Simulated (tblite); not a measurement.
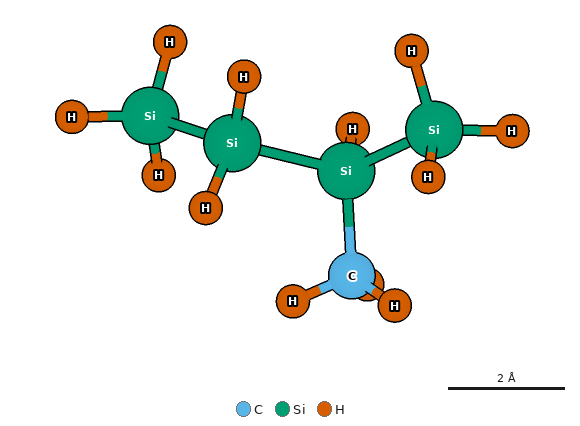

This is the input geometry for a relaxation of CH₁₂Si₄. A ball-and-stick model, seen at a tilt.

Level of theory: tblite 0.8.0, GFN2-xTB geometry optimisation, gas phase.

```xyz
17

C    -0.7916    1.9778   -0.4230
Si   -0.6712    0.1346   -0.4735
Si   -2.4978   -0.8850    0.3204
Si    0.9960   -0.5382    0.8709
Si    2.8429   -0.6480   -0.3415
H    -0.7604    2.3608   -1.4764
H    -1.7180    2.3433    0.0805
H     0.1281    2.3911    0.0728
H    -0.3858   -0.3050   -1.8320
H    -3.6471   -0.7452   -0.5849
H    -2.1391   -2.3051    0.5050
H    -2.7857   -0.3487    1.6562
H     1.1407    0.3836    2.0061
H     0.6238   -1.8650    1.4209
H     2.7567   -1.7707   -1.2658
H     2.9163    0.5822   -1.1265
H     3.9851   -0.7505    0.5809
```

> Predict the outcome.

The energy falls by 58.8 kJ/mol in 105 geometry steps. H6 moves most after the best rigid fit: 0.98 Å. By element the largest moves are H 0.98 Å, Si 0.33 Å, C 0.08 Å. Near-neighbour distances that change, for instance: Si4–Si5 2.212 → 2.315 Å, Si2–Si4 2.245 → 2.334 Å, Si2–Si3 2.237 → 2.323 Å, C1–Si2 1.848 → 1.910 Å. Among the angles between lasting bonds that change: Si3–Si2–Si4 104.9° → 119.2°, Si2–Si4–Si5 107.9° → 116.5°, Si4–Si5–H17 107.9° → 115.4°. Groups turn about C1–Si2 by about 50°.

History of the run:

```csv
step,"E − E(0), kJ/mol"
0,0.00
1,-12.79
2,-18.20
3,-21.66
4,-27.86
5,-31.82
6,-34.61
7,-37.45
8,-40.21
9,-42.66
10,-44.42
15,-47.41
20,-50.12
25,-51.63
30,-53.24
35,-54.01
40,-54.24
45,-54.53
50,-54.87
55,-55.14
60,-55.23
65,-55.40
70,-55.81
75,-56.51
80,-57.64
85,-58.28
90,-58.63
95,-58.77
100,-58.82
105,-58.84
```

The structure at the end:

```xyz
17

C    -0.8470    1.9198   -0.4372
Si   -0.7426    0.0135   -0.3739
Si   -2.8104   -0.8398    0.2539
Si    1.1479   -0.5502    0.8725
Si    3.1601   -0.6002   -0.2709
H    -1.6495    2.2549   -1.0881
H    -1.0302    2.3369    0.5493
H     0.0766    2.3547   -0.8091
H    -0.4858   -0.3829   -1.7802
H    -3.8926   -0.5777   -0.7007
H    -2.7476   -2.2959    0.4079
H    -3.2699   -0.3052    1.5395
H     1.2658    0.3624    2.0254
H     0.9120   -1.8570    1.5131
H     3.1834   -1.6878   -1.2534
H     3.3707    0.6420   -1.0217
H     4.3521   -0.7752    0.5636
```

The end point in the same view:

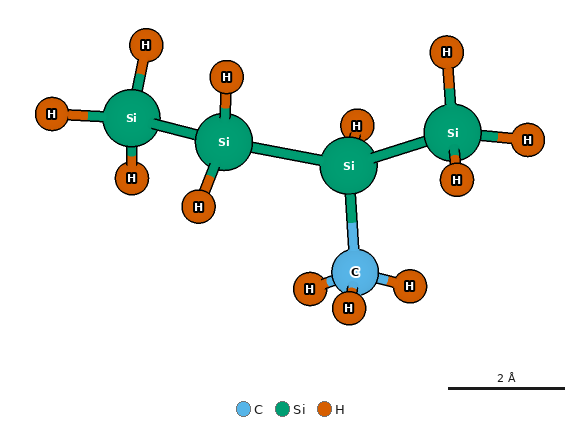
